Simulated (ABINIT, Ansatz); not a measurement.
# Quasiparticle gap of NaF (Villiaumite) in ABINIT, part 2 of 3

How does a plane-wave GW calculation on NaF (Villiaumite) run from the first input to the gap?

ABINIT 10.8.3; PBE and many-body steps on it, plane waves. Known limits of the many-body steps: not at the basis limit.

So far. Step 2 (Ground state): The gap is direct, at Γ.

The database entry behind the starting cell differs from later determinations by our own check (0.1 to 0.3 % short, probably kX units), so it need not match the best structure at ambient conditions.

### Step 3. Bands along the symmetry lines

Level of this step: DFT, PBE, plane waves, norm-conserving pseudopotentials (ABINIT).

Levels along a band path, at the cheap level, show where the edges lie and whether the meshes to come will hold them.

run.abi reads:

```
acell 3*1.0 Angstrom
rprim 
  0.000000000000 2.310000000000 2.310000000000
  2.310000000000 0.000000000000 2.310000000000
  2.310000000000 2.310000000000 0.000000000000
ntypat 2
znucl 11 9
natom 2
typat 1 2
xred 
  0.000000000000 0.000000000000 0.000000000000
  0.500000000000 0.500000000000 0.500000000000
pp_dirpath "pseudos"
pseudos "Na.upf, F.upf"
ecut 38
iscf -2
irdden 1
kptopt 0
nkpt 50
kpt 
  0.00000000 0.00000000 0.00000000
  0.06250000 0.00000000 0.06250000
  0.12500000 0.00000000 0.12500000
  0.18750000 0.00000000 0.18750000
  0.25000000 0.00000000 0.25000000
  0.31250000 0.00000000 0.31250000
  0.37500000 0.00000000 0.37500000
  0.43750000 0.00000000 0.43750000
  0.50000000 0.00000000 0.50000000
  0.51562500 0.03125000 0.51562500
  0.53125000 0.06250000 0.53125000
  0.54687500 0.09375000 0.54687500
  0.56250000 0.12500000 0.56250000
  0.57812500 0.15625000 0.57812500
  0.59375000 0.18750000 0.59375000
  0.60937500 0.21875000 0.60937500
  0.62500000 0.25000000 0.62500000
  0.37500000 0.37500000 0.75000000
  0.32812500 0.32812500 0.65625000
  0.28125000 0.28125000 0.56250000
  0.23437500 0.23437500 0.46875000
  0.18750000 0.18750000 0.37500000
  0.14062500 0.14062500 0.28125000
  0.09375000 0.09375000 0.18750000
  0.04687500 0.04687500 0.09375000
  0.00000000 0.00000000 0.00000000
  0.06250000 0.06250000 0.06250000
  0.12500000 0.12500000 0.12500000
  0.18750000 0.18750000 0.18750000
  0.25000000 0.25000000 0.25000000
  0.31250000 0.31250000 0.31250000
  0.37500000 0.37500000 0.37500000
  0.43750000 0.43750000 0.43750000
  0.50000000 0.50000000 0.50000000
  0.50000000 0.46875000 0.53125000
  0.50000000 0.43750000 0.56250000
  0.50000000 0.40625000 0.59375000
  0.50000000 0.37500000 0.62500000
  0.50000000 0.34375000 0.65625000
  0.50000000 0.31250000 0.68750000
  0.50000000 0.28125000 0.71875000
  0.50000000 0.25000000 0.75000000
  0.50000000 0.21875000 0.71875000
  0.50000000 0.18750000 0.68750000
  0.50000000 0.15625000 0.65625000
  0.50000000 0.12500000 0.62500000
  0.50000000 0.09375000 0.59375000
  0.50000000 0.06250000 0.56250000
  0.50000000 0.03125000 0.53125000
  0.50000000 0.00000000 0.50000000
istwfk *1
nband 15
nbdbuf 2
tolwfr 1e-08
nstep 40
prtwf 0
prtvol 0
indata_prefix "in"
outdata_prefix "out"
tmpdata_prefix "tmp"
```

Started as:

```console
OMP_NUM_THREADS=1 mpirun -n 4 abinit run.abi > log
```

Numbers of over 12 decimals in the logs are rounded to 6 here.

What it wrote:

```text
.Version 10.8.3 of ABINIT. v10.8.2 released Aug 2026.

 Symmetries : space group Fm -3 m (#225); Bravais cF (face-center cubic)
[... echo of the input left out ...]
== DATASET  1 ==================================================================
-   mpi_nproc: 4, omp_nthreads: 1 (-1 if OMP is not activated)

--- !DatasetInfo
iteration_state: {dtset: 1, }
dimensions: {natom: 2, nkpt: 50, mband: 15, nsppol: 1, nspinor: 1, nspden: 1, mpw: 1880, }
cutoff_energies: {ecut:  38.0, pawecutdg:  -1.0, }
electrons: {nelect:   1.60000000E+01, charge:   0.00000000E+00, occopt:   1.00000000E+00, tsmear:   1.00000000E-02, }

 Real(R)+Recip(G) space primitive vectors, cartesian coordinates (Bohr,Bohr^-1):
 R(1)=  0.0000000  4.3652674  4.3652674  G(1)= -0.1145405  0.1145405  0.1145405
 R(2)=  4.3652674  0.0000000  4.3652674  G(2)=  0.1145405 -0.1145405  0.1145405
 R(3)=  4.3652674  4.3652674  0.0000000  G(3)=  0.1145405  0.1145405 -0.1145405
 Unit cell volume ucvol=  1.6636522E+02 bohr^3
 Angles (23,13,12)=  6.00000000E+01  6.00000000E+01  6.00000000E+01 degrees

 getcut: wavevector=  0.0000  0.0000  0.0000  ngfft=  36  36  36
         ecut(hartree)=     38.000   => boxcut(ratio)=   2.10145

--- Pseudopotential description ------------------------------------------------
- Na Generated using ONCVPSP code by D. R. Hamann
- 11.00000   9.00000  171031                  znucl, zion, pspdat
12 -101130 1 -1 1992                          pspcod,pspxc,lmax,lloc,mmax
     nproj     2     2     0
  pspatm : epsatm=    9.36084378
         --- l  ekb(1:nproj) -->
             0    2.667291   -0.676599
             1   -6.743718   -2.407365
 pspatm: atomic psp has been read  and splines computed

- F Generated using ONCVPSP code by D. R. Hamann
-  9.00000   7.00000  171031                  znucl, zion, pspdat
12 -101130 2 -1 832                           pspcod,pspxc,lmax,lloc,mmax
     nproj     2     2     1
  pspatm : epsatm=    4.87625608
         --- l  ekb(1:nproj) -->
             0    6.519403    1.070094
[...]
2   -2.441503
 pspatm: atomic psp has been read  and splines computed

--------------------------------------------------------------------------------

================================================================================
 prteigrs : about to open file out_EIG
 Non-SCF case, kpt    1 (  0.00000  0.00000  0.00000), residuals and eigenvalues=
  3.60E-09  2.52E-09  7.97E-09  3.08E-09  8.09E-09  6.43E-09  1.36E-09  9.53E-10
  1.24E-09  9.78E-09  8.94E-09  8.26E-10  3.23E-09  4.49E-08  7.70E-08
 -1.7783E+00 -7.5120E-01 -7.4502E-01 -7.4502E-01 -7.4502E-01 -4.8861E-02
 -4.8861E-02 -4.8861E-02  1.8595E-01  6.5511E-01  6.5511E-01  6.5511E-01
[...]
Non-SCF case, kpt    2 (  0.06250  0.00000  0.06250), residuals and eigenvalues=
  3.39E-09  8.37E-09  1.78E-09  2.56E-09  3.38E-09  1.79E-09  2.15E-09  1.07E-09
[...]
7.11E-09  9.11E-09  2.07E-09  6.00E-09  2.45E-09  4.44E-09  1.89E-09  9.20E-09
  2.82E-09  2.68E-09  2.37E-09  8.75E-09  7.65E-09  6.74E-09  8.92E-09
[...]
Non-SCF case, kpt   49 (  0.50000  0.03125  0.53125), residuals and eigenvalues=
[...]
Non-SCF case, kpt   50 (  0.50000  0.00000  0.50000), residuals and eigenvalues=
[...]
-1.7776E+00 -7.5029E-01 -7.4703E-01 -7.4703E-01 -7.4207E-01 -9.5843E-02
 -6.3793E-02 -6.3793E-02  4.3796E-01  4.4449E-01  4.5634E-01  6.8268E-01
[...]
--- !ResultsGS
iteration_state: {dtset: 1, }
comment   : Summary of ground state results
lattice_vectors:
- [  0.0000000,   4.3652674,   4.3652674, ]
- [  4.3652674,   0.0000000,   4.3652674, ]
- [  4.3652674,   4.3652674,   0.0000000, ]
lattice_lengths: [   6.17342,    6.17342,    6.17342, ]
lattice_angles: [ 60.000,  60.000,  60.000, ] # degrees, (23, 13, 12)
lattice_volume:   1.6636522E+02
convergence: {deltae:  0.000E+00, res2:  0.000E+00, residm:  9.992E-09, diffor:  0.000E+00, }
etotal    :  -7.04829795E+01
entropy   :   0.00000000E+00
fermie    :  -4.88605676E-02
cartesian_stress_tensor: null
pressure_GPa: null
xred      :
- [  0.0000E+00,   0.0000E+00,   0.0000E+00, Na]
- [  5.0000E-01,   5.0000E-01,   5.0000E-01,  F]
cartesian_forces: null
force_length_stats: {min: null, max: null, mean: null, }

 Integrated electronic density in atomic spheres:
 ------------------------------------------------
 Atom  Sphere_radius  Integrated_density
[...]
================================================================================

 ----iterations are completed or convergence reached----

 Mean square residual over all n,k,spin=   35.518E-10; max=  99.923E-10
 reduced coordinates (array xred) for    2 atoms
       0.000000000000      0.000000000000      0.000000000000
       0.500000000000      0.500000000000      0.500000000000

 cartesian coordinates (angstrom) at end:
    1      0.000000     0.000000     0.000000
    2      2.310000     2.310000     2.310000
 length scales=  1.889726125908  1.889726125908  1.889726125908 bohr
              =  1.000000000000  1.000000000000  1.000000000000 angstroms
 prteigrs : about to open file out_EIG
 Eigenvalues (hartree) for nkpt=  50  k points:
 kpt#   1, nband= 15, wtk=  1.00000, kpt=  0.0000  0.0000  0.0000 (reduced coord)
[...]
kpt#   2, nband= 15, wtk=  1.00000, kpt=  0.0625  0.0000  0.0625 (reduced coord)
[...]
kpt#   3, nband= 15, wtk=  1.00000, kpt=  0.1250  0.0000  0.1250 (reduced coord)
[...]
kpt#  49, nband= 15, wtk=  1.00000, kpt=  0.5000  0.0313  0.5313 (reduced coord)
  -1.77764   -0.75026   -0.74869   -0.74705   -0.74034   -0.09557   -0.06415   -0.06403
   0.43801    0.44440    0.45776    0.67842    0.68499    0.84340    1.01693
 kpt#  50, nband= 15, wtk=  1.00000, kpt=  0.5000  0.0000  0.5000 (reduced coord)
  -1.77764   -0.75029   -0.74703   -0.74703   -0.74207   -0.09584   -0.06379   -0.06379
   0.43796    0.44449    0.45634    0.68268    0.68268    0.83897    1.01712

== END DATASET(S) ==============================================================
================================================================================

 -outvars: echo values of variables after computation  --------
            nband          15
             nkpt          50
          spgroup         225
 [... the other variables as echoed above ...]

 Calculation completed.
```

Wall time 5.2 s (4 MPI ranks of Intel Xeon Platinum 8488C (Sapphire Rapids), shared host); peak memory 0.29 GiB.

Numbers from this step:

| Quantity | Value |
| --- | --- |
| gap | 6.390 eV |
| k of the valence top | 0, 0, 0 |
| k of the conduction bottom | 0, 0, 0 |
| least direct gap | 6.390 eV |

The gap is 6.390 eV, as in the run before at this level.

The electronic bands at the labelled points (eV, zero at the top of the highest filled band; v1 is the highest filled band, c1 the lowest empty one):

| point | v4 | v3 | v2 | v1 | c1 | c2 | c3 | c4 |
| --- | --- | --- | --- | --- | --- | --- | --- | --- |
| Γ | -18.94 | 0.00 | 0.00 | 0.00 | 6.39 | 19.16 | 19.16 | 19.16 |
| X | -18.86 | -1.28 | -0.41 | -0.41 | 13.25 | 13.42 | 13.75 | 19.91 |
| U | -18.45 | -1.06 | -0.83 | -0.37 | 12.94 | 13.33 | 14.85 | 19.55 |
| jump to K | -18.45 | -1.06 | -0.83 | -0.37 | 12.94 | 13.33 | 14.85 | 19.55 |
| Γ | -18.94 | 0.00 | 0.00 | 0.00 | 6.39 | 19.16 | 19.16 | 19.16 |
| L | -18.13 | -1.59 | -0.25 | -0.25 | 10.88 | 12.57 | 20.25 | 20.25 |
| W | -18.44 | -0.87 | -0.87 | -0.57 | 13.32 | 13.32 | 15.34 | 17.03 |
| X | -18.86 | -1.28 | -0.41 | -0.41 | 13.25 | 13.42 | 13.75 | 19.91 |

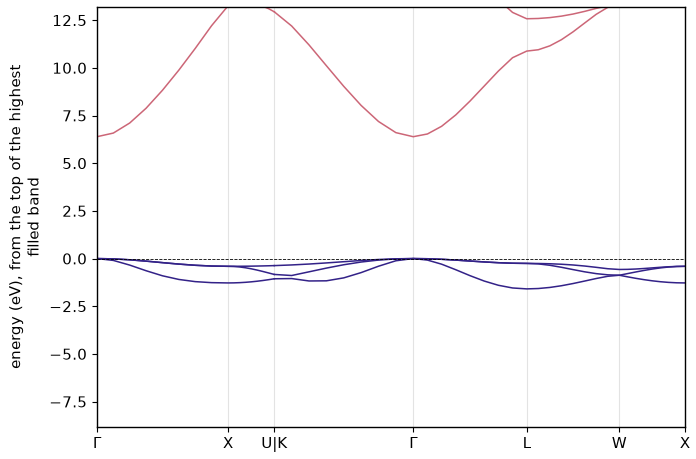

Electronic bands along the path; lines of filled and empty bands in two colours.

### Step 4. Empty states on the mesh, 6×6×6 mesh, 463 bands

The sums over transitions need many empty states on a uniform mesh; this step solves for them.

run.abi reads:

```
acell 3*1.0 Angstrom
rprim 
  0.000000000000 2.310000000000 2.310000000000
  2.310000000000 0.000000000000 2.310000000000
  2.310000000000 2.310000000000 0.000000000000
ntypat 2
znucl 11 9
natom 2
typat 1 2
xred 
  0.000000000000 0.000000000000 0.000000000000
  0.500000000000 0.500000000000 0.500000000000
pp_dirpath "pseudos"
pseudos "Na.upf, F.upf"
ecut 38
ngkpt 6 6 6
nshiftk 1
shiftk 0 0 0
kptopt 1
chksymbreak 0
irdden 1
istwfk *1
nband 463
prtvol 0
optdriver 6
gwr_task "HDIAGO"
paral_kgb 0
occopt 1
indata_prefix "in"
outdata_prefix "out"
tmpdata_prefix "tmp"
```

What it wrote:

```text
[banner, memory and clock lines left out]
.Version 10.8.3 of ABINIT. v10.8.2 released Aug 2026.

 Symmetries : space group Fm -3 m (#225); Bravais cF (face-center cubic)
[... echo of the input left out ...]
== DATASET  1 ==================================================================
-   mpi_nproc: 4, omp_nthreads: 1 (-1 if OMP is not activated)

--- !DatasetInfo
iteration_state: {dtset: 1, }
dimensions: {natom: 2, nkpt: 16, mband: 463, nsppol: 1, nspinor: 1, nspden: 1, mpw: 1874, }
cutoff_energies: {ecut:  38.0, pawecutdg:  -1.0, }
electrons: {nelect:   1.60000000E+01, charge:   0.00000000E+00, occopt:   1.00000000E+00, tsmear:   1.00000000E-02, }

.Using double precision arithmetic; gwpc =  8

- Reading GS density from: in_DEN

--- Pseudopotential description ------------------------------------------------
- Na Generated using ONCVPSP code by D. R. Hamann
- 11.00000   9.00000  171031                  znucl, zion, pspdat
12 -101130 1 -1 1992                          pspcod,pspxc,lmax,lloc,mmax
     nproj     2     2     0
  pspatm : epsatm=    9.36084378
         --- l  ekb(1:nproj) -->
             0    2.667291   -0.676599
             1   -6.743718   -2.407365
 pspatm: atomic psp has been read  and splines computed

- F Generated using ONCVPSP code by D. R. Hamann
-  9.00000   7.00000  171031                  znucl, zion, pspdat
12 -101130 2 -1 832                           pspcod,pspxc,lmax,lloc,mmax
     nproj     2     2     1
  pspatm : epsatm=    4.87625608
         --- l  ekb(1:nproj) -->
             0    6.519403    1.070094
             1   -3.955629   -1.291931
             2   -2.441503
 pspatm: atomic psp has been read  and splines computed

   2.27793598E+02                                ecore*ucvol(ha*bohr**3)

 Total charge density [el/Bohr^3]
)     Maximum=    2.7052E+00  at reduced coord.    0.9722    0.9722    0.9722
)     Minimum=    2.4600E-03  at reduced coord.    0.2500    0.2500    0.2500
   Integrated=    1.6000E+01

 === KS gaps after direct diagonalization ===
 Direct band gap semiconductor
 Fundamental gap:     6.390 (eV)
   VBM:    -1.330 (eV) at k: [ 0.0000E+00,  0.0000E+00,  0.0000E+00]
   CBM:     5.060 (eV) at k: [ 0.0000E+00,  0.0000E+00,  0.0000E+00]
 Direct gap:         6.390 (eV) at k: [ 0.0000E+00,  0.0000E+00,  0.0000E+00]

== END DATASET(S) ==============================================================

 -outvars: echo values of variables after computation  --------
           etotal      0.0000000000E+00
            nband         463
             nkpt          16
          spgroup         225
 [... the other variables as echoed above ...]

 Calculation completed.
```

The job ended after 19 s (4 MPI ranks; peak memory 1.1 GiB; 74 s of CPU time).

This step gave:

```
gap                                                           : 6.390 eV
k of the valence top                                          : 0, 0, 0
k of the conduction bottom                                    : 0, 0, 0
least direct gap                                              : 6.390 eV
k points computed                                             : 16
lowest point of the top converged band, above the valence top : 391.3185 eV
```

On this mesh the gap is 6.390 eV.

### Step 5. Screening, 6×6×6 mesh, 455 bands, screening to 435.4 eV

The RPA dielectric matrix is built and inverted for each q.

This step: RPA screening on PBE, plane waves, norm-conserving pseudopotentials.

Edit run.abi of step 4 so:

```diff
@@ -20,10 +20,11 @@
 chksymbreak 0
-irdden 1
 istwfk *1
-nband 463
-prtvol 0
-optdriver 6
-gwr_task "HDIAGO"
-paral_kgb 0
 occopt 1
+irdwfk 1
+optdriver 3
+nband 455
+ecuteps 16
+inclvkb 2
+awtr 1
+symchi 1
 indata_prefix "in"
```

What it wrote:

```text
.Version 10.8.3 of ABINIT. v10.8.2 released Aug 2026.

 Symmetries : space group Fm -3 m (#225); Bravais cF (face-center cubic)
[... echo of the input left out ...]
== DATASET  1 ==================================================================
-   mpi_nproc: 4, omp_nthreads: 1 (-1 if OMP is not activated)

--- !DatasetInfo
iteration_state: {dtset: 1, }
dimensions: {natom: 2, nkpt: 16, mband: 455, nsppol: 1, nspinor: 1, nspden: 1, mpw: 1874, }
cutoff_energies: {ecut:  38.0, pawecutdg:  -1.0, }
electrons: {nelect:   1.60000000E+01, charge:   0.00000000E+00, occopt:   1.00000000E+00, tsmear:   1.00000000E-02, }

 SCREENING: Calculation of the susceptibility and dielectric matrices

 Based on a program developped by R.W. Godby, V. Olevano, G. Onida, and L. Reining.
 Incorporated in ABINIT by V. Olevano, G.-M. Rignanese, and M. Torrent.
.Using double precision arithmetic ; gwpc =  8

[... cell and pseudopotentials left out ...]
--------------------------------------------------------------------------------

 ==== K-mesh for the wavefunctions ====
 Number of points in the irreducible wedge :    16
[... list of points left out ...]
 Together with 48 symmetry operations and time-reversal symmetry
 yields   216 points in the full Brillouin Zone.

 ==== Q-mesh for the screening function ====
 Number of points in the irreducible wedge :    16
[... list of points left out ...]
 Together with 48 symmetry operations and time-reversal symmetry
 yields   216 points in the full Brillouin Zone.

 setmesh: FFT mesh size selected  =    27x   27x   27
          total number of points  =        19683

 vcoul_init : cutoff-mode = AUXILIARY_FUNCTION
 q-points for optical limit:   1
     1)      0.000010    0.000020    0.000030

- screening: taking advantage of time-reversal symmetry
- Maximum band index for partially occupied states nbvw = 8
- Remaining bands to be divided among processors   nbcw = 447
- Number of bands treated by each node ~111

 Number of electrons calculated from density =   16.0000; Expected =   16.0000
 average of density, n =  0.096174
 r_s =    1.3540
 omega_plasma =   29.9147 [eV]

 calculating chi0 at frequencies [eV] :
  1    0.000000E+00    0.000000E+00
  2    0.000000E+00    2.991468E+01

--------------------------------------------------------------------------------
  q-point number  1        q = ( 0.000000, 0.000000, 0.000000) [r.l.u.]
--------------------------------------------------------------------------------
[... chi0 elements left out ...]
 For q-point:  0.000010 0.000020 0.000030
  dielectric constant =   1.7981
  dielectric constant without local fields =   1.9023

  Average fulfillment of the sum rule on Im[epsilon] for q-point    1 :    100.65  [%]
[... wings left out ...]
  q-point number  2        q = ( 0.166667, 0.000000, 0.000000) [r.l.u.]
--------------------------------------------------------------------------------
[... chi0 elements left out ...]
  Average fulfillment of the sum rule on Im[epsilon] for q-point    2 :    107.04  [%]

 [... 14 further q-points ...]
```

The job ended after 15 min (4 MPI ranks; peak memory 3.6 GiB).

Numbers from this step:

| Quantity | Value |
| --- | --- |
| ε∞ with local fields, on this mesh, along the program's q direction | 1.798 |
| the same without local fields | 1.902 |
| plasma frequency | 29.91 eV |
| plane waves in the screening matrix | 531 |

Local fields lower ε∞ by 5 %.

(Continued in part 3 of 3.)

[Paths, hosts, dates, memory and timing lines, banners, echoed tables and standing remarks are left out of the program output.]

[Logs are printed without paths, hosts, clocks, repeated set-up lines and the standing remarks that a program may print on its own settings, such as how far it seeks lower states.]

[Runs of the session that timed out or met a known fault of the program may be left out.]

[Hosts, paths, dates, database ids (printed as entryN), source tags and the programs' standing remarks are cut or masked in the printed files.]

[G0W0 gaps are taken among the corrected bands and points alone; a level outside them can change the order at an edge.]

[Where Ansatz stands beside ABINIT at settings called matched, ABINIT's density can come from a denser mesh and the files from another edition; pairs whose starting gaps differed by over 0.03 eV were left out, so agreement reads better than it is.]
